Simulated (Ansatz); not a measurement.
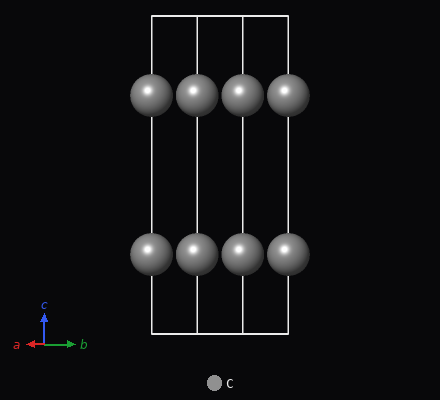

C (P6_3/mmc, No. 194): the end point of a relaxation with Ansatz, DFT PBE, scalar-relativistic, plane waves, PAW.

```cif
data_structure
_symmetry_space_group_name_H-M 'P 1'
_symmetry_Int_Tables_number 1
_cell_length_a 2.4665
_cell_length_b 2.4665
_cell_length_c 8.5983
_cell_angle_alpha 90.000
_cell_angle_beta 90.000
_cell_angle_gamma 120.000
_cell_volume 45.30
loop_
_atom_site_label
_atom_site_type_symbol
_atom_site_fract_x
_atom_site_fract_y
_atom_site_fract_z
_atom_site_occupancy
C1 C 0.00000 0.00000 0.25000 1
C2 C 0.00000 0.00000 0.75000 1
C3 C 0.33333 0.66667 0.25000 1
C4 C 0.66667 0.33333 0.75000 1
```

**What will a dark-field STEM-like image along [210] show? The image is simulated as a sum over atoms of Z^1.7, blurred by a 0.80 Å probe (no channelling). Shot noise, a slight drift and the speckle of an amorphous layer were added.**

The columns repeat on a rectangular net of 1.23 × 4.30 Å (plane group p2mm). All columns are alike (C). The shortest distance between visible columns is 1.23 Å in projection. Along the beam the structure repeats every 4.27 Å.

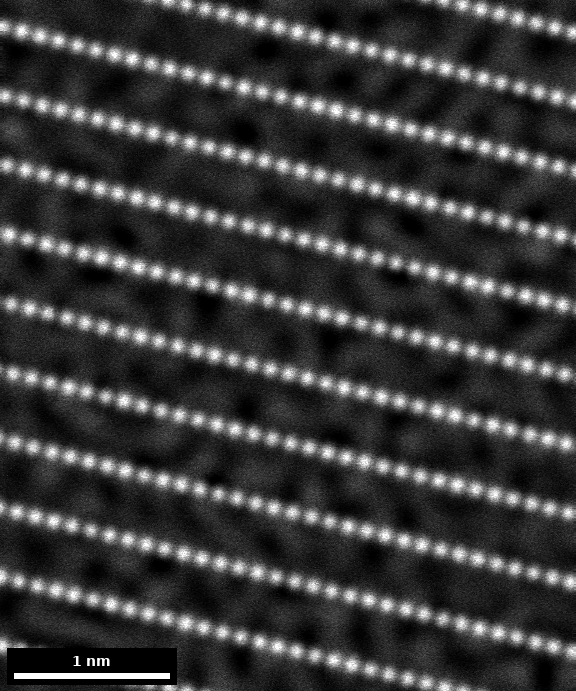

The simulated image.
